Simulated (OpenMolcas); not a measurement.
**Run report: AlHBrF, energy and gradient calculation (part 2 of 2)**

The same run, continued: AlHBrF, SMILES [F][AlH][Br]; OPBE/cc-pVTZ-DK, RKS, BSS, C-PCM solvent acetonitrile (OpenMolcas 26.06). The geometry comes from this level: PBE0-D4/def2-TZVP.

Geometry of the input (Å):
```
F  0.7791  -0.8051  1.2801
Al 0.1323  0.0762  0.0564
Br -1.5666  -0.8227  -1.0880
H  0.7105  1.4913  -0.2688
```

## Output, continued
```
      Basis set list:
        1 F1     1s                 26 F1     *f1-               51 AL2    *d1-               76 BR3    2py               101 BR3    *f3-
        2 F1     2s                 27 F1     *f0                52 AL2    *d0                77 BR3    3py               102 BR3    *f2-
        3 F1     *s                 28 F1     *f1+               53 AL2    *d0                78 BR3    4py               103 BR3    *f1-
        4 F1     *s                 29 F1     *f2+               54 AL2    *d1+               79 BR3    *py               104 BR3    *f0
        5 F1     2px                30 F1     *f3+               55 AL2    *d1+               80 BR3    *py               105 BR3    *f1+
        6 F1     *px                31 AL2    1s                 56 AL2    *d2+               81 BR3    2pz               106 BR3    *f2+
        7 F1     *px                32 AL2    2s                 57 AL2    *d2+               82 BR3    3pz               107 BR3    *f3+
        8 F1     2py                33 AL2    3s                 58 AL2    *f3-               83 BR3    4pz               108 H4     1s
        9 F1     *py                34 AL2    *s                 59 AL2    *f2-               84 BR3    *pz               109 H4     *s
       10 F1     *py                35 AL2    *s                 60 AL2    *f1-               85 BR3    *pz               110 H4     *s
       11 F1     2pz                36 AL2    2px                61 AL2    *f0                86 BR3    3d2-              111 H4     *px
       12 F1     *pz                37 AL2    3px                62 AL2    *f1+               87 BR3    *d2-              112 H4     *px
       13 F1     *pz                38 AL2    *px                63 AL2    *f2+               88 BR3    *d2-              113 H4     *py
       14 F1     *d2-               39 AL2    *px                64 AL2    *f3+               89 BR3    3d1-              114 H4     *py
       15 F1     *d2-               40 AL2    2py                65 BR3    1s                 90 BR3    *d1-              115 H4     *pz
       16 F1     *d1-               41 AL2    3py                66 BR3    2s                 91 BR3    *d1-              116 H4     *pz
       17 F1     *d1-               42 AL2    *py                67 BR3    3s                 92 BR3    3d0               117 H4     *d2-
       18 F1     *d0                43 AL2    *py                68 BR3    4s                 93 BR3    *d0               118 H4     *d1-
       19 F1     *d0                44 AL2    2pz                69 BR3    *s                 94 BR3    *d0               119 H4     *d0
       20 F1     *d1+               45 AL2    3pz                70 BR3    *s                 95 BR3    3d1+              120 H4     *d1+
       21 F1     *d1+               46 AL2    *pz                71 BR3    2px                96 BR3    *d1+              121 H4     *d2+
       22 F1     *d2+               47 AL2    *pz                72 BR3    3px                97 BR3    *d1+
       23 F1     *d2+               48 AL2    *d2-               73 BR3    4px                98 BR3    3d2+
       24 F1     *f3-               49 AL2    *d2-               74 BR3    *px                99 BR3    *d2+
       25 F1     *f2-               50 AL2    *d1-               75 BR3    *px               100 BR3    *d2+

  Index Energy  Occupation Coefficients ...

    1 -488.7483    2.0000         65 BR3    1s     ( 1.000),

    2  -63.6783    2.0000         66 BR3    2s     ( 1.004),

    3  -56.1806    2.0000         71 BR3    2px    ( 0.684),    81 BR3    2pz    ( 0.682),

    4  -56.1802    2.0000         71 BR3    2px    (-0.712),    76 BR3    2py    ( 0.444),    81 BR3    2pz    ( 0.545),

    5  -56.1799    2.0000         76 BR3    2py    ( 0.858),    81 BR3    2pz    (-0.488),

    6  -55.3960    2.0000         31 AL2    1s     ( 1.001),

    7  -24.1893    2.0000          1 F1     1s     ( 0.996),

    8   -8.7079    2.0000         67 BR3    3s     ( 0.987),

    9   -6.3352    2.0000         72 BR3    3px    ( 0.711),    82 BR3    3pz    ( 0.634),

   10   -6.3334    2.0000         72 BR3    3px    (-0.690),    77 BR3    3py    ( 0.439),    82 BR3    3pz    ( 0.571),

   11   -6.3326    2.0000         77 BR3    3py    ( 0.846),    82 BR3    3pz    (-0.517),

   12   -3.9150    2.0000         32 AL2    2s     ( 0.974),

   13   -2.4866    2.0000         36 AL2    2px    (-0.606),    40 AL2    2py    ( 0.491),    44 AL2    2pz    ( 0.633),

   14   -2.4844    2.0000         36 AL2    2px    ( 0.789),    44 AL2    2pz    ( 0.595),

   15   -2.4823    2.0000         40 AL2    2py    ( 0.853),    44 AL2    2pz    (-0.509),

   16   -2.4122    2.0000         95 BR3    3d1+   ( 0.824),

   17   -2.4115    2.0000         89 BR3    3d1-   ( 0.476),    92 BR3    3d0    ( 0.606),    98 BR3    3d2+   (-0.619),

   18   -2.4110    2.0000         86 BR3    3d2-   (-0.645),    89 BR3    3d1-   (-0.360),    92 BR3    3d0    ( 0.576),

   19   -2.4096    2.0000         86 BR3    3d2-   ( 0.548),    92 BR3    3d0    ( 0.537),    95 BR3    3d1+   (-0.409),    98 BR3    3d2+   ( 0.412),

   20   -2.4095    2.0000         89 BR3    3d1-   ( 0.730),    98 BR3    3d2+   ( 0.550),

   21   -1.0195    2.0000          2 F1     2s     ( 0.940),

   22   -0.6874    2.0000         68 BR3    4s     ( 0.918),

   23   -0.3651    2.0000          5 F1     2px    (-0.358),     8 F1     2py    ( 0.403),    11 F1     2pz    (-0.617),    33 AL2    3s     ( 0.444),

   24   -0.3162    2.0000          5 F1     2px    (-0.454),     8 F1     2py    (-0.724),

   25   -0.3139    2.0000          5 F1     2px    (-0.613),     8 F1     2py    ( 0.353),    11 F1     2pz    ( 0.588),

   26   -0.2953    2.0000          5 F1     2px    ( 0.357),    11 F1     2pz    ( 0.302),    33 AL2    3s     ( 0.293),    73 BR3    4px    ( 0.517),
                                  78 BR3    4py    ( 0.348),    83 BR3    4pz    ( 0.308),

   27   -0.2444    2.0000         73 BR3    4px    (-0.597),    78 BR3    4py    ( 0.379),    83 BR3    4pz    ( 0.584),

   28   -0.2415    2.0000         78 BR3    4py    (-0.719),    83 BR3    4pz    ( 0.561),

   29   -0.1074    2.0000         33 AL2    3s     (-0.607),    35 AL2    *s     (-0.489),    41 AL2    3py    (-0.472),

   30   -0.0142    0.0000         37 AL2    3px    ( 0.563),    41 AL2    3py    (-0.364),    45 AL2    3pz    (-0.526),

   31    0.0410    0.0000         39 AL2    *px    ( 0.395),    43 AL2    *py    (-0.464),    47 AL2    *pz    ( 0.693),

   32    0.0453    0.0000         35 AL2    *s     (-0.998),    39 AL2    *px    ( 0.846),    43 AL2    *py    ( 0.691),    70 BR3    *s     ( 1.338),

   33    0.1275    0.0000         35 AL2    *s     (-3.450),

   34    0.1562    0.0000         39 AL2    *px    (-1.238),    43 AL2    *py    (-2.260),   110 H4     *s     ( 2.405),

   35    0.1717    0.0000         37 AL2    3px    ( 0.759),    39 AL2    *px    (-0.712),    45 AL2    3pz    (-0.691),    47 AL2    *pz    ( 0.751),
                                  56 AL2    *d2+   (-0.528),    85 BR3    *pz    ( 0.417),

   36    0.1797    0.0000         33 AL2    3s     (-0.927),    41 AL2    3py    ( 0.742),    43 AL2    *py    (-0.760),    48 AL2    *d2-   (-0.822),
                                  70 BR3    *s     ( 0.902),    75 BR3    *px    ( 1.095),    85 BR3    *pz    ( 0.898),

   37    0.1882    0.0000         37 AL2    3px    ( 0.733),    39 AL2    *px    (-0.801),    43 AL2    *py    ( 0.510),    45 AL2    3pz    (-0.453),
                                  47 AL2    *pz    ( 0.694),    48 AL2    *d2-   ( 0.407),    52 AL2    *d0    ( 0.520),    54 AL2    *d1+   (-0.470),

   38    0.1932    0.0000          4 F1     *s     ( 0.678),    35 AL2    *s     (-1.196),    37 AL2    3px    ( 0.811),    39 AL2    *px    (-1.240),
                                  43 AL2    *py    (-0.664),    45 AL2    3pz    ( 0.717),    47 AL2    *pz    (-0.925),    50 AL2    *d1-   ( 0.792),
                                 110 H4     *s     ( 0.869),

   39    0.2099    0.0000         45 AL2    3pz    ( 0.622),    50 AL2    *d1-   (-0.520),    56 AL2    *d2+   (-0.753),    70 BR3    *s     ( 0.855),
                                  73 BR3    4px    (-0.544),    75 BR3    *px    ( 0.956),    80 BR3    *py    ( 1.003),

   40    0.2321    0.0000         37 AL2    3px    (-1.128),    39 AL2    *px    ( 1.147),    41 AL2    3py    ( 0.722),    43 AL2    *py    (-0.797),
                                  45 AL2    3pz    ( 1.144),    47 AL2    *pz    (-1.193),    52 AL2    *d0    ( 0.648),

   41    0.2769    0.0000         33 AL2    3s     (-0.994),    78 BR3    4py    ( 1.169),    80 BR3    *py    (-1.174),   110 H4     *s     ( 1.802),

   42    0.2863    0.0000         39 AL2    *px    (-0.799),    47 AL2    *pz    ( 0.825),    73 BR3    4px    (-1.248),    75 BR3    *px    ( 1.448),
                                  78 BR3    4py    ( 0.880),    80 BR3    *py    (-1.007),    83 BR3    4pz    ( 1.188),    85 BR3    *pz    (-1.378),

   43    0.3204    0.0000         43 AL2    *py    (-1.301),    47 AL2    *pz    ( 1.105),    80 BR3    *py    ( 1.081),    83 BR3    4pz    ( 1.164),
                                  85 BR3    *pz    (-1.274),   110 H4     *s     ( 2.083),

   44    0.3707    0.0000         41 AL2    3py    (-0.705),    54 AL2    *d1+   ( 0.813),    68 BR3    4s     (-0.598),    73 BR3    4px    (-0.985),
                                  75 BR3    *px    ( 0.786),    78 BR3    4py    (-0.694),    80 BR3    *py    ( 0.519),    83 BR3    4pz    (-0.551),
                                 110 H4     *s     ( 0.693),

   45    0.3858    0.0000         48 AL2    *d2-   (-0.301),    52 AL2    *d0    (-0.318),    88 BR3    *d2-   ( 0.504),    94 BR3    *d0    ( 0.583),
                                  97 BR3    *d1+   (-0.294),

   46    0.4075    0.0000         35 AL2    *s     (-1.850),    41 AL2    3py    (-2.480),    45 AL2    3pz    ( 2.111),   110 H4     *s     ( 3.092),

   47    0.4434    0.0000         35 AL2    *s     (-1.466),    68 BR3    4s     (-1.196),    70 BR3    *s     ( 1.241),   110 H4     *s     ( 2.391),

   48    0.4504    0.0000         35 AL2    *s     (-2.497),    68 BR3    4s     (-1.929),    70 BR3    *s     ( 3.856),

--

++    Molecular charges:
      ------------------

      Mulliken charges per centre and basis function type
      ---------------------------------------------------

                F1      AL2     BR3     H4
      1s       1.9927  2.0021  1.9999 -0.0107
      2s       1.8996  1.9482  2.0075  0.0000
      2px      1.8261  2.0159  2.0003  0.0000
      2pz      1.8137  2.0149  2.0003  0.0000
      2py      1.8389  2.0125  2.0002  0.0000
      3s       0.0000  1.5058  1.9735  0.0000
      3px      0.0000  0.4012  1.9946  0.0000
      3pz      0.0000  0.3457  1.9946  0.0000
      3py      0.0000  0.5841  1.9946  0.0000
      4s       0.0000  0.0000  1.8607  0.0000
      3d2+     0.0000  0.0000  1.9947  0.0000
      3d1+     0.0000  0.0000  1.9945  0.0000
      3d0      0.0000  0.0000  1.9947  0.0000
      3d1-     0.0000  0.0000  1.9948  0.0000
      3d2-     0.0000  0.0000  1.9947  0.0000
      4px      0.0000  0.0000  1.7090  0.0000
      4pz      0.0000  0.0000  1.7735  0.0000
      4py      0.0000  0.0000  1.8052  0.0000
      *s      -0.0030  0.4908  0.0781 -0.0741
      *px      0.0097 -0.1250  0.0269 -0.0009
      *pz     -0.0075 -0.0999  0.0460  0.0005
      *py     -0.0026 -0.1401  0.0574  0.0159
      *d2+     0.0006  0.0493  0.0078  0.0001
      *d1+     0.0012  0.0903  0.0103 -0.0000
      *d0      0.0012  0.0726  0.0084 -0.0000
      *d1-     0.0014  0.0635  0.0080  0.0001
      *d2-     0.0007  0.0458  0.0123  0.0001
      *f3+     0.0000  0.0084  0.0001  0.0000
      *f2+     0.0000  0.0127  0.0002  0.0000
      *f1+     0.0000  0.0109  0.0003  0.0000
      *f0      0.0000  0.0100  0.0001  0.0000
      *f1-     0.0000  0.0108  0.0001  0.0000
      *f2-     0.0000  0.0135  0.0003  0.0000
      *f3-     0.0000  0.0083  0.0002  0.0000
      Total    9.3729 13.3523 35.3438 -0.0691

      N-E     -0.3729 -0.3523 -0.3438  1.0691

      Total electronic charge=   58.000000

      Total            charge=   -0.000000
--

++    Molecular properties:
      ---------------------

      Charge (e):
                      =   -0.0000
      Dipole Moment (debye):
      Origin of the operator (angstrom)=   -0.8303   -0.6089   -0.4789
                   X=  3.3347E+00               Y=  7.9462E+00               Z= -4.0043E-01           Total=  8.6268E+00
      Quadrupole Moment (debye*angstrom):
      Origin of the operator (angstrom)=   -0.8303   -0.6089   -0.4789
                  XX= -3.8456E+01              XY=  1.0784E+01              XZ= -4.7040E+00              YY= -2.2590E+01
                  YZ=  2.3692E+00              ZZ= -4.4668E+01
      In traceless form (debye*angstrom)
                  XX= -4.8268E+00              XY=  1.6176E+01              XZ= -7.0560E+00              YY=  1.8972E+01
                  YZ=  3.5538E+00              ZZ= -1.4145E+01
--

--- Stop Module: scf /rc=_RC_ALL_IS_WELL_ ---
--- Module scf spent 8 seconds ---

--- Start Module: alaska ---

                                              &ALASKA

                       available to each process: 1.9 GB of memory, 1 thread

                     Threshold for contributions to the gradient: 1.000E-07

                    ********************************************
                    * Symmetry Adapted Cartesian Displacements *
                    ********************************************

           Irreducible representation : a
           Basis function(s) of irrep: x, y, xy, Rz, z, xz, Ry, yz, Rx, I

 Basis Label        Type   Center Phase
   1   F1           x         1     1
   2   F1           y         1     1
   3   F1           z         1     1
   4   AL2          x         2     1
   5   AL2          y         2     1
   6   AL2          z         2     1
   7   BR3          x         3     1
   8   BR3          y         3     1
   9   BR3          z         3     1
  10   H4           x         4     1
  11   H4           y         4     1
  12   H4           z         4     1

                     No automatic utilization of translational and rotational invariance of the energy is employed.

 DFT contribution computed for a moving grid.

 RI-ERI gradients!

 **************************************************
 *              Molecular gradients               *
 **************************************************

  Irreducible representation: a
 ------------------------------------------------------------------------------------------
                              X                       Y                       Z
 ------------------------------------------------------------------------------------------
  F1               -1.33544314387439E-02    3.64760742857300E-02   -4.00110523352950E-02
  AL2              -9.20502346042242E+00    1.41743210548377E+01    1.92143294497314E+00
  BR3               3.78537053689207E-02    2.50174130591105E-02    2.06777974269521E-02
  H4                9.18052418649219E+00   -1.42358145421825E+01   -1.90209969006483E+00
 ------------------------------------------------------------------------------------------

--- Stop Module: alaska /rc=_RC_ALL_IS_WELL_ ---
--- Module alaska spent 3 seconds ---

.##################.
.# Happy landing! #.
.##################.

    Timing: Wall=15.84 User=14.61 System=1.21
```

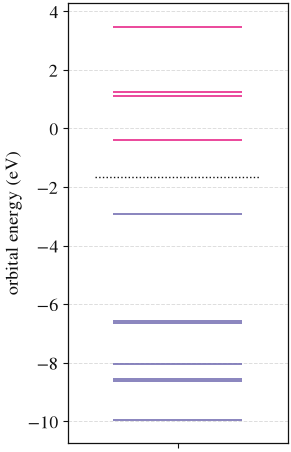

Fig. 1: Orbital energies near the frontier; the dotted line parts filled from empty levels, and levels within 0.02 eV of each other stand side by side. Highest filled −2.92 eV, lowest empty −0.39 eV, 2.53 eV apart.

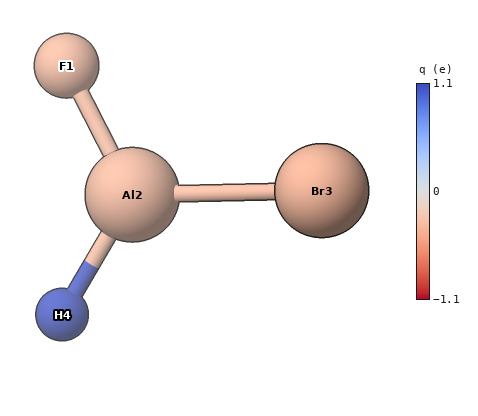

Fig. 2: Mulliken charges, as the colour of each atom (ball-and-stick view, seen at a tilt; atoms are numbered from 1 in the order of the input). By element: F −0.37, Al −0.35, Br −0.34 and H +1.07 e.

## Summary

| quantity | value |
| --- | --- |
| outcome | converged |
| total energy | −2952.305794 hartree |
| basis functions | 121 |
| largest force | 876.529 eV/Å |
| HOMO | −2.92 eV |
| LUMO | −0.39 eV |
| dipole moment | 8.63 debye |
| wall time | 16 s |
| peak memory | 0.32 GiB |

Settings chosen away from the usual ones: grid set to SG1Grid (from default).
